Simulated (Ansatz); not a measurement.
**One shape, several levels: SiH2 (SMILES [SiH2])**

Wanted: a comparison of 6 runs (r2SCAN/3-21G, wB97M-V/3-21G, r2SCAN0/cc-pVDZ, UMP2/3-21G, CCSD(T)/3-21G, CCSD(T)/cc-pVDZ) of SiH2. 

The results are computed with Ansatz 0.2.0.

61 further runs of the same task are left out: 61 set aside as unsound or not needed.

## Step 1: The structure to begin with

SiH2: 3 atoms, total charge 0, spin state singlet. As SMILES, `[SiH2]`. The H2–Si1 distance was set to 3.051 Å, away from the relaxed value. At this shape a bond of the SMILES string is far longer than usual.

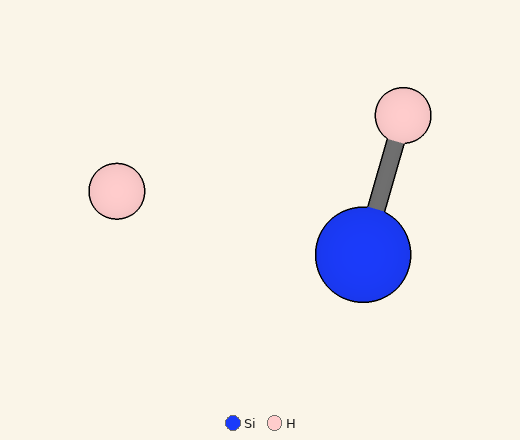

Viewed from a chosen angle; silicon blue, hydrogen pink.

## Step 2: The energy at r2SCAN/3-21G (run 1)

The input, job.yaml:

```yaml
basis:
  gaussian:
    orbitals: 3-21G.json
crystal:
  periodic: [false, false, false]
  atoms:
    - {symbol: Si, position_ang: [-1.822706, 0.358600, -0.949703]}
    - {symbol: H, position_ang: [0.840300, 0.578600, 0.522500]}
    - {symbol: H, position_ang: [-1.680606, -1.157200, -1.045003]}
hamiltonian:
  xc: r2scan
accuracy: high
```

The basis set 3-21G is read from a file made from the Basis Set Exchange's data (not shown).

On the command line:

```
$ ansatz run job.yaml --threads 1 --pin off --max-ram 2610MiB --events-out events.jsonl --progress --plain --runs-dir runs
```

Standard output:

```text
Warning: RAYON_NUM_THREADS=1 ignored (pool sized by the plan → 1); use --threads N
Functional definition: r2SCAN
  name "r2SCAN"
  parameter k0 = 0.174
  parameter k1 = 0.065
  parameter a1 = 4.9479
  exchange = r2scan_x(k0 = k0, k1 = k1, a1 = a1)
  correlation = r2scan_c
324 factors; integrals over basis functions are off by at most 2.9e-9 eV
mean field evaluation 1: about -7859.0476 eV, gradient 1.6e1 eV
mean field evaluation 2: about -7848.0396 eV, gradient 2.5e1 eV
mean field evaluation 4: about -7860.5758 eV, gradient 8.9e0 eV
mean field evaluation 8: about -7861.2195 eV, gradient 4.0e-1 eV
mean field evaluation 16: about -7861.2120 eV, gradient 1.3e-4 eV
mean field -7861.21201604 eV, -288.8942130685 hartree, gradient 9.3e-8 eV, S^2 0.000000; 0 other end points of the search recorded, 0 dependent functions left out
reference -7861.21201650 eV, -288.8942130854 hartree; 8, 8 occupied and 9, 9 virtual orbitals, 324 factors
Total energy: -7861.21201650 eV, -288.8942130854 hartree
```

Wall time 1.5 s (1 thread of Arm Neoverse V1, shared host); peak memory 0.1 GiB.

## Step 3: The energy at wB97M-V/3-21G (run 2)

job.yaml: that of step 2 with these lines changed.

```diff
@@ -1,4 +1 @@
-basis:
-  gaussian:
-    orbitals: 3-21G.json
 crystal:
@@ -9,4 +6,7 @@
     - {symbol: H, position_ang: [-1.680606, -1.157200, -1.045003]}
+basis:
+  gaussian:
+    orbitals: 3-21G.json
 hamiltonian:
-  xc: r2scan
+  xc: {name: wB97M-V}
 accuracy: high
```

The basis set 3-21G is read from a file made from the Basis Set Exchange's data (not shown).

On the command line:

```
$ ansatz run job.yaml --threads 1 --pin off --max-ram 2610MiB --events-out events.jsonl --progress --plain --runs-dir runs
```

Standard output (excerpt; [...] marks lines left out):

```text
Warning: RAYON_NUM_THREADS=1 ignored (pool sized by the plan → 1); use --threads N
Functional definition: wB97M-V
  name "wB97M-V"
[...]
  gx(w, u) = 1 - cx + cx01*u + cx10*w
  gss(w, u) = css00 + css04*u^4 + css10*w + css20*w^2 + css43*w^4*u^3
  gos(w, u) = cos00 + cos10*w + (cos20 + cos21*u)*w^2 + (cos60 + cos61*u)*w^6
[...]
      + integral(e_c_pw_mod_opposite_spin*gos(b97_w_opposite, b97_u_opposite)) + vv10(b, c)
324 factors; integrals over basis functions are off by at most 2.9e-9 eV
138 factors; integrals over basis functions are off by at most 1.9e-9 eV
[...]
mean field -7861.58909536 eV, -288.9080704779 hartree, gradient 6.7e-9 eV, S^2 0.000000; 0 other end points of the search recorded, 0 dependent functions left out
reference -7861.58909818 eV, -288.9080705815 hartree; 8, 8 occupied and 9, 9 virtual orbitals, 324 factors
Total energy: -7861.58909818 eV, -288.9080705815 hartree
```

Run time: 7.2 s. Hardware: 1 thread of Arm Neoverse V1, shared host; peak memory 0.18 GiB.

Runs 3 to 4 aren't shown in full; the table further down has their settings and results.

## Step 4: The energy at CCSD(T)/3-21G (run 5)

The input, input.yaml:

```yaml
crystal:
  periodic: [false, false, false]
  atoms:
    - {symbol: Si, position_ang: [-1.822706, 0.358600, -0.949703]}
    - {symbol: H, position_ang: [0.840300, 0.578600, 0.522500]}
    - {symbol: H, position_ang: [-1.680606, -1.157200, -1.045003]}
basis:
  gaussian:
    orbitals: 3-21G.json
correlation:
  method: ccsd_t
  frozen_orbitals: {H: 0, Si: 5}
accuracy: high
scf:
  omitted_lower_state_checks: [cluster_reference, increment]
```

The basis set 3-21G is read from a file made from the Basis Set Exchange's data (not shown).

On the command line:

```
$ ansatz run input.yaml --threads 1 --pin off --max-ram 2610MiB --events-out events.jsonl --progress --plain --runs-dir runs
```

Standard output (excerpt; [...] marks lines left out):

```text
Warning: RAYON_NUM_THREADS=1 ignored (pool sized by the plan → 1); use --threads N
Functional definition: HF
  name "HF"
[...]
324 factors; integrals over basis functions are off by at most 2.9e-9 eV
[...]
mean field -7846.13752844 eV, -288.3402358671 hartree, gradient 4.8e-8 eV, S^2 0.000000; 1 other end points of the search recorded, 0 dependent functions left out; unrestricted orbitals would lower it
5 core orbitals not correlated: weight in the atoms' cores, before any rotation towards them, 1.000 or more for the frozen orbitals, at most 0.000 for the correlated occupied ones
reference -7846.13752844 eV, -288.3402358671 hartree; 3, 3 occupied and 9, 9 virtual orbitals, 324 factors
second order -1.89192383 eV of doubles, -0.00000000 eV of singles
cycle   1  -2.26538688 eV  change   -6.8e-1 eV  update   1.3e-1
[...]
cycle  26  -3.27843158 eV  change   6.5e-11 eV  update  2.6e-10
perturbative correction -0.07897820 eV, -0.0029023953 hartree
WARN: these amplitudes may be one of several solutions (largest doubles amplitude 0.53, level shift 2.52 eV)
Total energy: -7849.49493822 eV, -288.4636184008 hartree
Checks for a lower state left out: cluster_reference, increment
```

It took 0.24 s on 1 thread of Arm Neoverse V1, shared host.

## Step 5: A single-point energy at CCSD(T)/cc-pVDZ (run 6)

The input, run.yaml:

```yaml
crystal:
  periodic: [false, false, false]
  atoms:
    - symbol: Si
      position_ang: [-1.822706, 0.358600, -0.949703]
    - symbol: H
      position_ang: [0.840300, 0.578600, 0.522500]
    - symbol: H
      position_ang: [-1.680606, -1.157200, -1.045003]
basis:
  gaussian: {orbitals: cc-pVDZ}
correlation: {method: ccsd_t, frozen_orbitals: {H: 0, Si: 5}}
scf: {omitted_lower_state_checks: [cluster_reference, increment]}
accuracy: high
```

On the command line:

```
$ ansatz run run.yaml --threads 1 --pin off --max-ram 2610MiB --events-out events.jsonl --progress --plain --runs-dir runs
```

Standard output (excerpt; [...] marks lines left out):

```text
Warning: RAYON_NUM_THREADS=1 ignored (pool sized by the plan → 1); use --threads N
[... 2 set-up lines as earlier in the session ...]
[...]
525 factors; integrals over basis functions are off by at most 3.5e-9 eV
[...]
mean field -7887.82176305 eV, -289.8721032346 hartree, gradient 5.4e-8 eV, S^2 0.000000; 6 other end points of the search recorded, 0 dependent functions left out; unrestricted orbitals would lower it
5 core orbitals not correlated: weight in the atoms' cores, before any rotation towards them, 1.000 or more for the frozen orbitals, at most 0.000 for the correlated occupied ones
reference -7887.82176305 eV, -289.8721032346 hartree; 3, 3 occupied and 20, 20 virtual orbitals, 525 factors
second order -2.75996156 eV of doubles, -0.00000000 eV of singles
cycle   1  -3.32496527 eV  change   -7.4e-1 eV  update   1.3e-1
[...]
cycle  27  -4.17496183 eV  change  -1.1e-11 eV  update  6.7e-11
perturbative correction -0.23923850 eV, -0.0087918526 hartree
WARN: these amplitudes may be one of several solutions (largest doubles amplitude 0.47, level shift 1.11 eV)
Total energy: -7892.23596338 eV, -290.0343221046 hartree
Checks for a lower state left out: cluster_reference, increment
```

It took 0.4 s on 1 thread of Arm Neoverse V1, shared host.

## Step 6: Overview of the runs

| run | level | frozen core orbitals | energy (Eh) | wall time |
| --- | --- | --- | --- | --- |
| 1 | r2SCAN/3-21G | – | -288.894213 | 1.5 s |
| 2 | wB97M-V/3-21G | – | -288.908071 | 7.2 s |
| 3 | r2SCAN0/cc-pVDZ | – | -290.436896 | 2 s |
| 4 | UMP2/3-21G | 5 | -288.438145 | 0.38 s |
| 5 | CCSD(T)/3-21G | 5 | -288.463618 | 0.24 s |
| 6 | CCSD(T)/cc-pVDZ | 5 | -290.034322 | 0.4 s |

## Step 7: Summary of results

| quantity | value |
| --- | --- |
| run 6: total energy | -290.03432 Eh |
| run 6: correlation energy (5 core orbitals frozen) | -162.2 mEh |
| run 6: (T) correction | -8.79 mEh |
| run 6: T1 diagnostic | 0.074 |

**Reading.** Totals of different functionals can't be ranked against each other. In runs 5, 6 the T1 diagnostic is large, so a single reference may not serve. In runs 5, 6 the log says that unrestricted orbitals would lower the reference, so the values rest on an unstable closed-shell determinant (other closed-shell runs at this shape may share the fault). In runs 1, 2, 3, 5, 6 a closed-shell determinant meets a far-stretched bond, which it describes badly. Spin contamination of the reference: run 4 ⟨S²⟩ = 0.92. Where it is this large, the reference is a mixture of spin states, and values that rest on it are in doubt. All runs together took 12 s, the longest 7.2 s.
